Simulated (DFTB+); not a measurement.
**Geometry relaxation of Si2H3F3 (part 1 of 2)**

The run: geometry relaxation of Si2H3F3. Method and program: GFN2-xTB, R-SCC, dispersion built in (DFTB+ 25.1).

The geometry comes from this level: PBE0-D4/def2-TZVP.

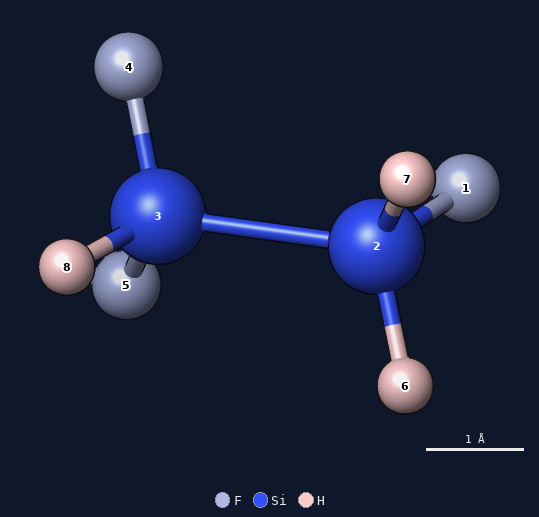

*The input geometry (ball-and-stick view, seen at a tilt; atoms are numbered from 1 in the order of the input).*

The input (dftb_in.hsd):
```
Geometry = {
  TypeNames = {
    "F" "Si" "H"
  }
  TypesAndCoordinates [Angstrom] = {
    1 -1.752500 -0.043100 1.476300
    2 -0.254300 0.392800 1.115300
    2 0.291500 -0.342300 -1.054400
    1 0.153800 -1.925100 -1.140300
    1 -0.725000 0.280100 -2.108500
    3 -0.160100 1.872900 1.192400
    3 0.668000 -0.214800 2.108000
    3 1.663600 0.013900 -1.488500
  }
}

Driver = gDIIS {
  MovedAtoms = 1:-1
  MaxForceComponent = 0.001
  MaxSteps = 100
  AppendGeometries = Yes
}

Hamiltonian = xTB {
  Method = "GFN2-xTB"
}

Analysis = {
  PrintForces = Yes
}

Options = {
  WriteResultsTag = Yes
}

InputVersion = 25.1
```

Machine: 1 thread of Intel Xeon (Sapphire Rapids), 32 GiB of memory available, shared host.

Command:
```bash
dftb+ > run.log
```

Output:
```
|  DFTB+ development version (commit: a23bfb2)

Reading input file 'dftb_in.hsd'
Parser version: 14

--------------------------------------------------------------------------------
WARNING!
-> This driver is deprecated and will be removed in future versions.
Please use the GeometryOptimisation driver instead.
Path: dftbplusinput/Driver/gDIIS
Line: 17-22 (File: dftb_in.hsd)

Processed input in HSD format written to 'dftb_pin.hsd'

Starting initialization...
--------------------------------------------------------------------------------
OpenMP threads:              1
Chosen random seed:          1270736938
Current stacksize:           unlimited
Mode:                        Modified gDIIS relaxation
WARNING!
-> This geometry optimisation method requires force related energies for accurate minimisation.
Self consistent charges:     Yes
SCC-tolerance:                 0.100000E-04
Max. scc iterations:                    100
Shell resolved Hubbard:      Yes
Spin polarisation:           No
Nr. of up electrons:            16.000000
Nr. of down electrons:          16.000000
Periodic boundaries:         No
Electronic solver:           Relatively robust
Mixer:                       Broyden mixer
Mixing parameter:                  0.200000
Nr. of chrg. vec. in memory:            100
Max. SCC-cycles:                        100
Nr. of moved atoms:                       8
Max. nr. of geometry steps:             100
Force tolerance:               0.100000E-02
tblite library version:      0.3.0
-> parametrization:          GFN2-xTB
-> repulsion:                Yes
-> dispersion:               Yes
-> halogen bonding:          No
-> electrostatics:           Yes
   -> isotropic:             Yes
   -> anisotropic:           Yes
   -> third-order:           Yes
Electronic temperature:              0.950045E-03 H      0.258520E-01 eV
Initial charges:             Set automatically (system chrg:   0.000E+00)
Included shells:             F:  s, p
                            Si:  s, p, d
                             H:  s
Extra options:
                             Mulliken analysis
Force type                   original

--------------------------------------------------------------------------------

***  Geometry step: 0

 iSCC Total electronic   Diff electronic      SCC error
    1   -0.19166147E+02    0.00000000E+00    0.12777337E+01
    2   -0.19359381E+02   -0.19166147E+02    0.89661304E+00
    3   -0.19433220E+02   -0.19323430E+00    0.45023780E+00
    4   -0.19393693E+02   -0.73838468E-01    0.37879981E+00
    5   -0.19432588E+02    0.39526160E-01    0.17638736E+00
    6   -0.19433088E+02   -0.38894937E-01    0.15642267E+00
    7   -0.19435452E+02   -0.49971091E-03    0.29256842E-01
    8   -0.19435329E+02   -0.23643585E-02    0.39349032E-01
    9   -0.19435534E+02    0.12355567E-03    0.16402895E-01
   10   -0.19435577E+02   -0.20479058E-03    0.34964015E-02
   11   -0.19435586E+02   -0.43675675E-04    0.65130894E-03
   12   -0.19435586E+02   -0.83013723E-05    0.41852656E-03
   13   -0.19435583E+02    0.66549120E-07    0.10002351E-03
   14   -0.19435583E+02    0.22483556E-05    0.48696098E-04
   15   -0.19435583E+02    0.15320440E-06    0.29558439E-04
   16   -0.19435583E+02    0.15272081E-06    0.84789508E-05

Total Energy:                      -19.3722802786 H         -527.1466 eV
Extrapolated to 0K:                -19.3722802786 H         -527.1466 eV
Total Mermin free energy:          -19.3722802786 H         -527.1466 eV
Force related energy:              -19.3722802786 H         -527.1466 eV

Maximal force component:             0.244297E-01
Averaged force norm:                 0.156756E-01

--------------------------------------------------------------------------------

***  Geometry step: 1

 iSCC Total electronic   Diff electronic      SCC error
    1   -0.19435303E+02    0.00000000E+00    0.34939734E-01
    2   -0.19435310E+02    0.27983899E-03    0.30952586E-01
    3   -0.19435294E+02   -0.69691003E-05    0.20626923E-01
    4   -0.19435281E+02    0.16170476E-04    0.43537941E-02
    5   -0.19435277E+02    0.13067492E-04    0.16473094E-02
    6   -0.19435278E+02    0.36239973E-05    0.83975597E-03
    7   -0.19435281E+02   -0.97696469E-06    0.25755346E-03
    8   -0.19435282E+02   -0.25964702E-05    0.12832620E-03
    9   -0.19435283E+02   -0.11853966E-05    0.39784657E-04
   10   -0.19435282E+02   -0.44031666E-06    0.14469322E-04
   11   -0.19435282E+02    0.91678135E-07    0.74531025E-05

Total Energy:                      -19.3697677842 H         -527.0782 eV
Extrapolated to 0K:                -19.3697677842 H         -527.0782 eV
Total Mermin free energy:          -19.3697677842 H         -527.0782 eV
Force related energy:              -19.3697677842 H         -527.0782 eV

Maximal force component:             0.342470E-01
Averaged force norm:                 0.229484E-01

--------------------------------------------------------------------------------

***  Geometry step: 2

 iSCC Total electronic   Diff electronic      SCC error
    1   -0.19433264E+02    0.00000000E+00    0.73134994E-01
    2   -0.19433490E+02    0.20184326E-02    0.65886180E-01
    3   -0.19433576E+02   -0.22580926E-03    0.46591232E-01
    4   -0.19433544E+02   -0.86230461E-04    0.97586796E-02
    5   -0.19433545E+02    0.32461360E-04    0.42645292E-02
    6   -0.19433538E+02   -0.17328471E-05    0.16942705E-02
    7   -0.19433531E+02    0.72882013E-05    0.42152877E-03
    8   -0.19433530E+02    0.66478261E-05    0.28860919E-03
    9   -0.19433529E+02    0.12360822E-05    0.87468328E-04
   10   -0.19433529E+02    0.11844793E-05    0.64658600E-04
   11   -0.19433529E+02   -0.12406780E-06    0.17292429E-04
   12   -0.19433529E+02   -0.20941232E-06    0.41582597E-05

Total Energy:                      -19.3738222846 H         -527.1885 eV
Extrapolated to 0K:                -19.3738222846 H         -527.1885 eV
Total Mermin free energy:          -19.3738222846 H         -527.1885 eV
Force related energy:              -19.3738222846 H         -527.1885 eV

Maximal force component:             0.109603E-01
Averaged force norm:                 0.919909E-02

--------------------------------------------------------------------------------

***  Geometry step: 3

 iSCC Total electronic   Diff electronic      SCC error
    1   -0.19459237E+02    0.00000000E+00    0.17730008E+00
    2   -0.19459617E+02   -0.25707289E-01    0.14230779E+00
    3   -0.19460663E+02   -0.38047607E-03    0.34237093E-01
    4   -0.19460903E+02   -0.10463418E-02    0.54915176E-02
    5   -0.19460895E+02   -0.23978310E-03    0.25793819E-02
    6   -0.19460891E+02    0.81989867E-05    0.14615630E-02
    7   -0.19460897E+02    0.43982019E-05    0.66777433E-03
    8   -0.19460899E+02   -0.68810783E-05    0.28450530E-03
    9   -0.19460898E+02   -0.16991693E-05    0.12044313E-03
   10   -0.19460898E+02    0.76027212E-06    0.84081500E-04
   11   -0.19460898E+02    0.40584020E-07    0.96352001E-05

Total Energy:                      -19.3738237187 H         -527.1886 eV
Extrapolated to 0K:                -19.3738237187 H         -527.1886 eV
Total Mermin free energy:          -19.3738237187 H         -527.1886 eV
Force related energy:              -19.3738237187 H         -527.1886 eV

Maximal force component:             0.233245E-01
Averaged force norm:                 0.154284E-01

--------------------------------------------------------------------------------

***  Geometry step: 4

 iSCC Total electronic   Diff electronic      SCC error
    1   -0.19453250E+02    0.00000000E+00    0.42615374E-01
    2   -0.19453171E+02    0.76486083E-02    0.33337068E-01
    3   -0.19452925E+02    0.78640334E-04    0.98731925E-02
    4   -0.19452778E+02    0.24594746E-03    0.22784893E-02
    5   -0.19452787E+02    0.14743923E-03    0.72779860E-03
    6   -0.19452788E+02   -0.93511852E-05    0.59255128E-03
    7   -0.19452787E+02   -0.12302165E-05    0.18592922E-03
    8   -0.19452788E+02    0.10395941E-05    0.49214192E-04
    9   -0.19452788E+02   -0.41908547E-06    0.22601114E-04
   10   -0.19452788E+02    0.84110116E-07    0.90330009E-05

Total Energy:                      -19.3756855999 H         -527.2392 eV
Extrapolated to 0K:                -19.3756855999 H         -527.2392 eV
Total Mermin free energy:          -19.3756855999 H         -527.2392 eV
Force related energy:              -19.3756855999 H         -527.2392 eV

Maximal force component:             0.111338E-01
Averaged force norm:                 0.795205E-02

--------------------------------------------------------------------------------

***  Geometry step: 5

 iSCC Total electronic   Diff electronic      SCC error
    1   -0.19449014E+02    0.00000000E+00    0.31966322E-01
    2   -0.19448992E+02    0.37733989E-02    0.23169303E-01
    3   -0.19448916E+02    0.22515278E-04    0.11229950E-01
    4   -0.19448831E+02    0.75477186E-04    0.29579647E-02
    5   -0.19448835E+02    0.85339466E-04    0.10868906E-02
    6   -0.19448836E+02   -0.38310595E-05    0.72870616E-03
    7   -0.19448834E+02   -0.94908571E-06    0.19207283E-03
    8   -0.19448833E+02    0.14683694E-05    0.89455125E-04
    9   -0.19448833E+02    0.88512195E-06    0.21230736E-04
   10   -0.19448833E+02   -0.13108314E-06    0.97015763E-05

Total Energy:                      -19.3762336616 H         -527.2541 eV
Extrapolated to 0K:                -19.3762336616 H         -527.2541 eV
Total Mermin free energy:          -19.3762336616 H         -527.2541 eV
Force related energy:              -19.3762336616 H         -527.2541 eV

Maximal force component:             0.238727E-02
Averaged force norm:                 0.241362E-02

--------------------------------------------------------------------------------

***  Geometry step: 6

 iSCC Total electronic   Diff electronic      SCC error
    1   -0.19455766E+02    0.00000000E+00    0.43110554E-01
    2   -0.19455854E+02   -0.69320797E-02    0.33883544E-01
    3   -0.19456044E+02   -0.88497735E-04    0.13307862E-01
    4   -0.19456183E+02   -0.19021971E-03    0.36118877E-02
    5   -0.19456178E+02   -0.13864276E-03    0.13632435E-02
    6   -0.19456175E+02    0.48474596E-05    0.88254237E-03
    7   -0.19456178E+02    0.25938912E-05    0.24791697E-03
    8   -0.19456179E+02   -0.22441827E-05    0.13424817E-03
    9   -0.19456179E+02   -0.11398824E-05    0.25110607E-04
   10   -0.19456179E+02    0.21711095E-07    0.15858625E-04
   11   -0.19456179E+02    0.36382119E-07    0.46863161E-05

Total Energy:                      -19.3752132490 H         -527.2264 eV
Extrapolated to 0K:                -19.3752132490 H         -527.2264 eV
Total Mermin free energy:          -19.3752132490 H         -527.2264 eV
Force related energy:              -19.3752132490 H         -527.2264 eV

Maximal force component:             0.135730E-01
Averaged force norm:                 0.989032E-02

--------------------------------------------------------------------------------

***  Geometry step: 7

 iSCC Total electronic   Diff electronic      SCC error
    1   -0.19455160E+02    0.00000000E+00    0.98698809E-02
    2   -0.19455156E+02    0.10183929E-02    0.80329627E-02
    3   -0.19455136E+02    0.42073443E-05    0.22031386E-02
    4   -0.19455134E+02    0.20559383E-04    0.10553815E-02
    5   -0.19455133E+02    0.19013859E-05    0.27002569E-03
    6   -0.19455133E+02    0.91974907E-06    0.19595646E-03
    7   -0.19455133E+02    0.18117173E-06    0.55727806E-04
    8   -0.19455133E+02   -0.33531714E-06    0.12799563E-04
    9   -0.19455133E+02   -0.29252284E-06    0.44010855E-05

Total Energy:                      -19.3755475565 H         -527.2355 eV
Extrapolated to 0K:                -19.3755475565 H         -527.2355 eV
Total Mermin free energy:          -19.3755475565 H         -527.2355 eV
Force related energy:              -19.3755475565 H         -527.2355 eV

Maximal force component:             0.130822E-01
Averaged force norm:                 0.878357E-02

--------------------------------------------------------------------------------

***  Geometry step: 8

 iSCC Total electronic   Diff electronic      SCC error
    1   -0.19450091E+02    0.00000000E+00    0.94433015E-01
    2   -0.19450129E+02    0.50419628E-02    0.68765860E-01
    3   -0.19450194E+02   -0.38112166E-04    0.24831723E-01
    4   -0.19450210E+02   -0.64326386E-04    0.68524963E-02
    5   -0.19450221E+02   -0.16116791E-04    0.20479525E-02
    6   -0.19450220E+02   -0.10957887E-04    0.13074037E-02
    7   -0.19450219E+02    0.79611787E-06    0.30801143E-03
    8   -0.19450220E+02    0.50109303E-06    0.12117937E-03
    9   -0.19450220E+02   -0.61460062E-06    0.27021820E-04
   10   -0.19450220E+02   -0.22049720E-06    0.15371174E-04
   11   -0.19450220E+02    0.59275827E-07    0.42669852E-05

Total Energy:                      -19.3766528329 H         -527.2656 eV
Extrapolated to 0K:                -19.3766528329 H         -527.2656 eV
Total Mermin free energy:          -19.3766528329 H         -527.2656 eV
Force related energy:              -19.3766528329 H         -527.2656 eV

Maximal force component:             0.682854E-02
Averaged force norm:                 0.488944E-02

--------------------------------------------------------------------------------

***  Geometry step: 9

 iSCC Total electronic   Diff electronic      SCC error
    1   -0.19446966E+02    0.00000000E+00    0.34000873E-01
    2   -0.19446984E+02    0.32546028E-02    0.25875968E-01
    3   -0.19447007E+02   -0.18084329E-04    0.99888834E-02
    4   -0.19446994E+02   -0.22921684E-04    0.43773338E-02
    5   -0.19446997E+02    0.12783551E-04    0.10939464E-02
    6   -0.19446998E+02   -0.32197784E-05    0.71967069E-03
    7   -0.19446999E+02   -0.94059699E-06    0.16155842E-03
    8   -0.19446999E+02   -0.10298340E-05    0.10778277E-03
    9   -0.19446999E+02   -0.20889699E-06    0.30623504E-04
   10   -0.19446999E+02   -0.50801447E-07    0.57785285E-05

Total Energy:                      -19.3768791314 H         -527.2717 eV
Extrapolated to 0K:                -19.3768791314 H         -527.2717 eV
Total Mermin free energy:          -19.3768791314 H         -527.2717 eV
Force related energy:              -19.3768791314 H         -527.2717 eV

Maximal force component:             0.296405E-02
Averaged force norm:                 0.131375E-02

--------------------------------------------------------------------------------

***  Geometry step: 10
```
